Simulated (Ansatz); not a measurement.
# [PH2]− (phosphanide): wB97M-V/3-21G

What is the energy change on altering one bond length of [PH2]− (phosphanide) at wB97M-V/3-21G? 

Program for the calculation: Ansatz 0.2.0.

2 further runs of the same task are left out: 2 that didn't finish.

## Step 1: Starting point

[PH2]−: 3 atoms, total charge -1, spin state singlet. SMILES: `[PH2-]`. The coordinates come from a GFN2-xTB relaxation.

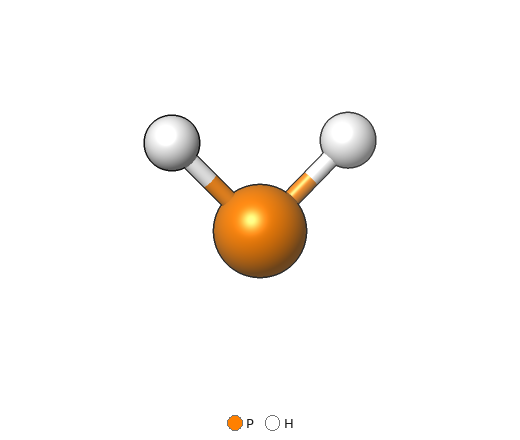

Viewed from a chosen angle; phosphorus orange, hydrogen white.

## Step 2: A single-point energy at wB97M-V/3-21G

molecule.yaml reads:

```yaml
crystal:
  periodic: [false, false, false]
  atoms:
    - {symbol: P, position_ang: [0.498920, -0.293580, 0.245050]}
    - {symbol: H, position_ang: [0.105590, 0.990220, 0.165130]}
    - {symbol: H, position_ang: [-0.604500, -0.696650, -0.410180]}
basis:
  gaussian:
    orbitals: 3-21G.json
total_charge: -1
hamiltonian:
  xc: {name: wB97M-V}
accuracy: high
```

The basis set 3-21G is read from a file made from the Basis Set Exchange's data (not shown).

On the command line:

```sh
$ ansatz run molecule.yaml --threads 1 --pin off --max-ram 2610MiB --events-out events.jsonl --progress --plain --runs-dir runs
```

The log of the run:

```text
Warning: RAYON_NUM_THREADS=1 ignored (pool sized by the plan → 1); use --threads N
Functional definition: wB97M-V
  name "wB97M-V"
  parameter omega = 0.3/bohr
  parameter cx = 0.15
  parameter cx01 = 1.007
  parameter cx10 = 0.259
  parameter css00 = 0.443
  parameter css04 = -1.437
  parameter css10 = -4.535
  parameter css20 = -3.390
  parameter css43 = 4.278
  parameter cos00 = 1.000
  parameter cos10 = 1.358
  parameter cos20 = 2.924
  parameter cos21 = -8.812
  parameter cos60 = -1.390
  parameter cos61 = 9.142
  parameter b = 6.0
  parameter c = 0.01
  gx(w, u) = 1 - cx + cx01*u + cx10*w
  gss(w, u) = css00 + css04*u^4 + css10*w + css20*w^2 + css43*w^4*u^3
  gos(w, u) = cos00 + cos10*w + (cos20 + cos21*u)*w^2 + (cos60 + cos61*u)*w^6
  exchange = spin_sum(e_x_unif_sr(omega)*gx(b97_w, b97_u_x)) + cx*exact_x_sr(omega) + exact_x_lr(omega)
  correlation = spin_sum(e_c_pw_mod_same_spin*gss(b97_w, b97_u_same))
      + integral(e_c_pw_mod_opposite_spin*gos(b97_w_opposite, b97_u_opposite)) + vv10(b, c)
323 factors; integrals over basis functions are off by at most 2.1e-9 eV
124 factors; integrals over basis functions are off by at most 1.9e-9 eV
mean field evaluation 1: about -9271.3204 eV, gradient 8.3e0 eV
mean field evaluation 2: about -9271.6469 eV, gradient 1.4e0 eV
mean field evaluation 4: about -9271.6540 eV, gradient 1.2e-1 eV
mean field evaluation 8: about -9271.6425 eV, gradient 2.1e-3 eV
mean field evaluation 16: about -9271.6425 eV, gradient 3.3e-8 eV
mean field -9271.64245841 eV, -340.7265758017 hartree, gradient 3.3e-8 eV, S^2 0.000000; 0 other end points of the search recorded, 0 dependent functions left out
reference -9271.64246062 eV, -340.7265758828 hartree; 9, 9 occupied and 8, 8 virtual orbitals, 323 factors
Total energy: -9271.64246062 eV, -340.7265758828 hartree
```

Wall time 6.3 s (1 thread of Arm Neoverse V1, shared host); peak memory 0.18 GiB.

## Step 3: The distorted shape at the same level

molecule.yaml reads:

```yaml
crystal:
  periodic: [false, false, false]
  atoms:
    - symbol: P
      position_ang: [0.597238, -0.614483, 0.265027]
    - symbol: H
      position_ang: [0.105590, 0.990220, 0.165130]
    - symbol: H
      position_ang: [-0.506182, -1.017553, -0.390203]
basis:
  gaussian:
    orbitals: 3-21G.json
total_charge: -1
hamiltonian:
  xc: {name: wB97M-V}
accuracy: high
```

The basis set 3-21G is read from a file made from the Basis Set Exchange's data (not shown).

On the command line:

```sh
$ ansatz run molecule.yaml --threads 1 --pin off --max-ram 2610MiB --events-out events.jsonl --progress --plain --runs-dir runs
```

The log of the run (excerpt; [...] marks lines left out):

```text
Warning: RAYON_NUM_THREADS=1 ignored (pool sized by the plan → 1); use --threads N
[... 2 set-up lines as earlier in the session ...]
[...]
  gx(w, u) = 1 - cx + cx01*u + cx10*w
  gss(w, u) = css00 + css04*u^4 + css10*w + css20*w^2 + css43*w^4*u^3
  gos(w, u) = cos00 + cos10*w + (cos20 + cos21*u)*w^2 + (cos60 + cos61*u)*w^6
[...]
      + integral(e_c_pw_mod_opposite_spin*gos(b97_w_opposite, b97_u_opposite)) + vv10(b, c)
322 factors; integrals over basis functions are off by at most 2.2e-9 eV
127 factors; integrals over basis functions are off by at most 1.9e-9 eV
[...]
mean field -9271.53816447 eV, -340.7227430698 hartree, gradient 1.7e-8 eV, S^2 0.000000; 0 other end points of the search recorded, 0 dependent functions left out
reference -9271.53816670 eV, -340.7227431520 hartree; 9, 9 occupied and 8, 8 virtual orbitals, 322 factors
Total energy: -9271.53816670 eV, -340.7227431520 hartree
```

Wall time 6.3 s (1 thread of Arm Neoverse V1, shared host); peak memory 0.18 GiB.

## Step 4: What came out

At wB97M-V/3-21G:

| quantity | value |
| --- | --- |
| first shape: total energy | -340.72658 Eh |
| distorted shape: total energy | -340.72274 Eh |
| energy change with the P1–H2 bond stretched from 1.345 to 1.681 Å | 0.104 eV |

What this shows: With the P1–H2 bond stretched from 1.345 to 1.681 Å the energy rises by 0.10 eV (10.1 kJ/mol). The first shape isn't relaxed at this level, so the change isn't measured from a minimum.
